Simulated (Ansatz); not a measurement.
**H2SO2 (SMILES O=[SH2]=O): r2SCAN0/STO-3G**

What is the energy change on altering one bond length of H2SO2 at r2SCAN0/STO-3G? 

The results are computed with Ansatz 0.2.0.

45 further runs of the same task are left out: 1 that didn't finish, 44 set aside as unsound or not needed.

### 1 The molecule

The species is H2SO2 (5 atoms), meant as a singlet with charge 0. As SMILES, `O=[SH2]=O`. The shape is that of a GFN2-xTB optimisation.

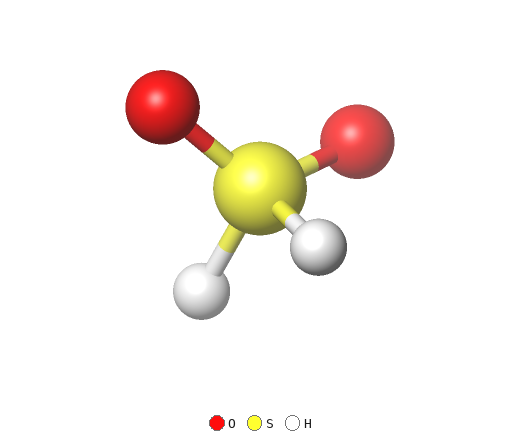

The structure, seen from a chosen angle (oxygen red, sulfur yellow, hydrogen white).

### 2 The energy at r2SCAN0/STO-3G

Input file job.yaml:

```yaml
crystal:
  periodic: [false, false, false]
  atoms:
    - {symbol: O, position_ang: [-0.986390, 0.275820, 1.043450]}
    - {symbol: S, position_ang: [0.013430, -0.014140, 0.070290]}
    - {symbol: O, position_ang: [1.269430, -0.576280, 0.440760]}
    - {symbol: H, position_ang: [-0.558620, -0.842170, -0.901330]}
    - {symbol: H, position_ang: [0.262150, 1.156770, -0.653170]}
basis:
  gaussian: {orbitals: STO-3G}
hamiltonian: {xc: {name: r2SCAN0}}
accuracy: high
```

Command:

```bash
ansatz run job.yaml --threads 1 --pin off --max-ram 2610MiB --events-out events.jsonl --progress --plain --runs-dir runs
```

Log:

```text
Warning: RAYON_NUM_THREADS=1 ignored (pool sized by the plan → 1); use --threads N
Functional definition: r2SCAN0
  name "r2SCAN0"
  parameter a = 0.25
  parameter k0 = 0.174
  parameter k1 = 0.065
  parameter a1 = 4.9479
  exchange = (1 - a)*r2scan_x(k0 = k0, k1 = k1, a1 = a1) + a*exact_x
  correlation = r2scan_c
388 factors; integrals over basis functions are off by at most 2.6e-8 eV
mean field evaluation 1: about -14762.5218 eV, gradient 5.1e1 eV
mean field evaluation 2: about -14744.0421 eV, gradient 9.3e1 eV
mean field evaluation 4: about -14771.5653 eV, gradient 1.4e0 eV
mean field evaluation 8: about -14771.5981 eV, gradient 9.1e-3 eV
mean field evaluation 16: about -14771.5981 eV, gradient 1.3e-7 eV
mean field -14771.59805038 eV, -542.8462158028 hartree, gradient 1.0e-8 eV, S^2 0.000000; 0 other end points of the search recorded, 0 dependent functions left out
reference -14771.59805060 eV, -542.8462158109 hartree; 17, 17 occupied and 4, 4 virtual orbitals, 388 factors
Total energy: -14771.59805060 eV, -542.8462158109 hartree
```

It took 3 s on 1 thread of Arm Neoverse V1, shared host; peak memory 0.14 GiB.

### 3 The distorted shape at the same level

Input file run.yaml:

```yaml
crystal:
  periodic: [false, false, false]
  atoms:
    - {symbol: O, position_ang: [-0.843388, 0.482813, 1.286338]}
    - {symbol: S, position_ang: [0.156432, 0.192853, 0.313178]}
    - {symbol: O, position_ang: [1.412432, -0.369287, 0.683648]}
    - {symbol: H, position_ang: [-0.558620, -0.842170, -0.901330]}
    - {symbol: H, position_ang: [0.405152, 1.363763, -0.410282]}
basis:
  gaussian:
    orbitals: STO-3G
hamiltonian:
  xc: {name: r2SCAN0}
accuracy: high
```

Command:

```bash
ansatz run run.yaml --threads 1 --pin off --max-ram 2610MiB --events-out events.jsonl --progress --plain --runs-dir runs
```

Log, cut to the lines that bear on the results:

```text
Warning: RAYON_NUM_THREADS=1 ignored (pool sized by the plan → 1); use --threads N
[... 8 set-up lines as earlier in the session ...]
388 factors; integrals over basis functions are off by at most 2.8e-8 eV
mean field evaluation 1: about -14762.5753 eV, gradient 5.0e1 eV
mean field evaluation 2: about -14743.7607 eV, gradient 9.0e1 eV
mean field evaluation 4: about -14771.2138 eV, gradient 3.5e0 eV
mean field evaluation 8: about -14771.3042 eV, gradient 8.4e-3 eV
mean field evaluation 16: about -14771.3042 eV, gradient 2.4e-7 eV
mean field -14771.30422502 eV, -542.8354179198 hartree, gradient 4.5e-8 eV, S^2 0.000000; 0 other end points of the search recorded, 0 dependent functions left out
reference -14771.30422525 eV, -542.8354179282 hartree; 17, 17 occupied and 4, 4 virtual orbitals, 388 factors
Total energy: -14771.30422525 eV, -542.8354179282 hartree
```

Run time: 2.7 s. Hardware: 1 thread of Arm Neoverse V1, shared host; peak memory 0.14 GiB.

### 4 Outcome

Level: r2SCAN0/STO-3G.

| quantity | value |
| --- | --- |
| first shape: total energy | -542.84622 Eh |
| distorted shape: total energy | -542.83542 Eh |
| energy change with the S2–H4 bond stretched from 1.399 to 1.749 Å | 0.294 eV |

What this shows: With the S2–H4 bond stretched from 1.399 to 1.749 Å the energy rises by 0.29 eV (6.8 kcal/mol). The first shape isn't relaxed at this level, so the change isn't measured from a minimum. The minimal basis adds a large error of its own.
